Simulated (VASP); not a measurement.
Band structure of Mg (hcp). Computed with optB88-vdW, VASP's PBE PAW potentials (set 64) (plane waves; VASP).

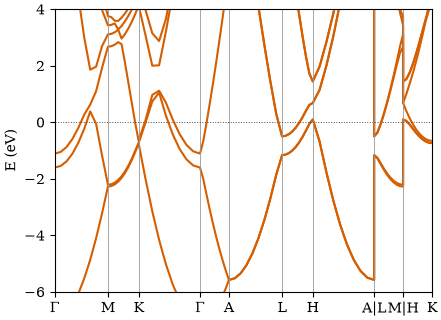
Figure: Bands along high-symmetry lines, zero at the valence-band maximum or, without a gap, the Fermi level

Q: Read the plot: is there a gap, and where are the band edges?

A: It has no gap at this level: it comes out as a metal or semimetal. (Edges off the drawn lines would not show.)

The compound is Mg in the hcp structure. It was relaxed first.
